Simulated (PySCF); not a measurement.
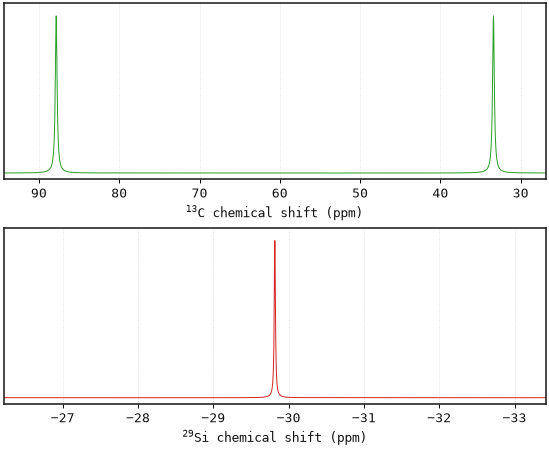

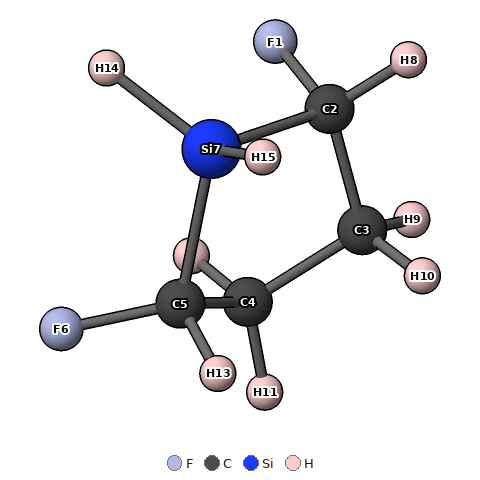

Spectrum and numbered structure of C₄H₈F₂Si, SMILES F[C@@H]1CC[C@H](F)[SiH2]1. GIAO shifts, PBE0/pcSseg-1 with PySCF 2.14.0, at a PBE0-D3(BJ)/def2-SVP geometry (no frequency check), against TMS for ¹³C and TMS for ²⁹Si computed at the same level. Gas phase, fully decoupled, line heights follow the number of nuclei, widths are arbitrary (no quadrupolar broadening); values of one conformer, averaged over nuclei that symmetry, rotation about single bonds or ring flips exchange, these motions taken as fast; other conformers aren't averaged in.

Which atoms give which ¹³C line?

Answer.
| δ (ppm) | nuclei | atoms |
| --- | --- | --- |
| 87.8 | 2 | C2, C5 |
| 33.4 | 2 | C3, C4 |

Where does the ²⁹Si line lie?

Answer. At −29.8 ppm (Si7).
